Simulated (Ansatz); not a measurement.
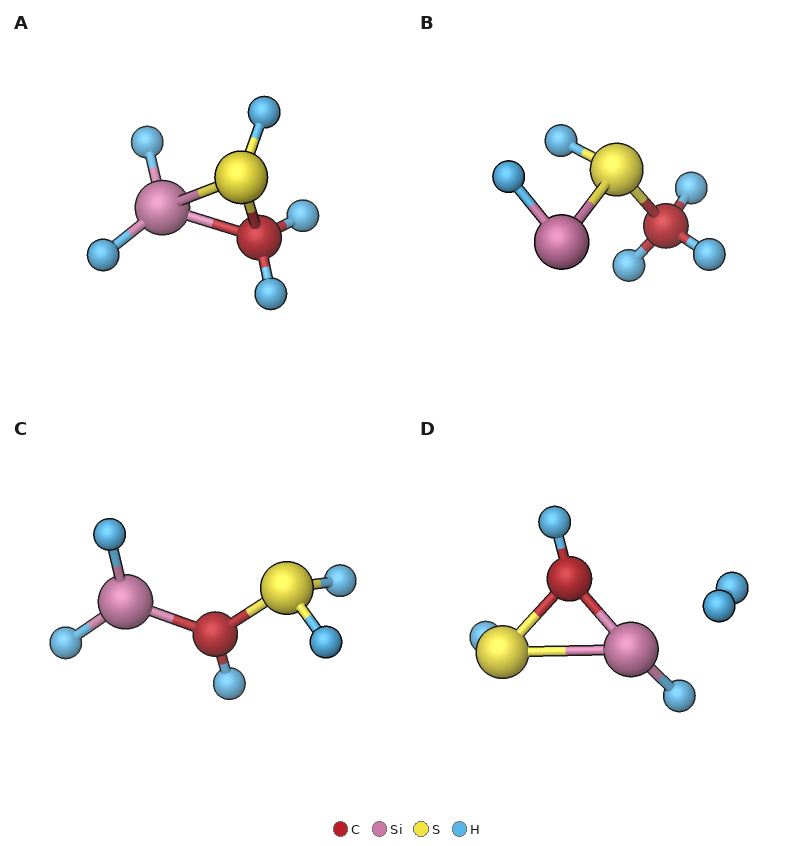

4 stationary structures of one formula. The species has charge +1 and is a spin singlet. Geometries: PBE-D4/def2-SVP. Electronic energies: PBE-D4/def2-SVP (Ansatz 0.2.0), without zero-point energy. No frequency run is at hand to confirm each as a minimum. Each is one conformer, not always the lowest.

Which structure is the most stable?

A is lowest (C1); B lies 76.7 kJ/mol above it (C1), C lies 139.9 kJ/mol above it (Cs), D lies 309.2 kJ/mol above it.
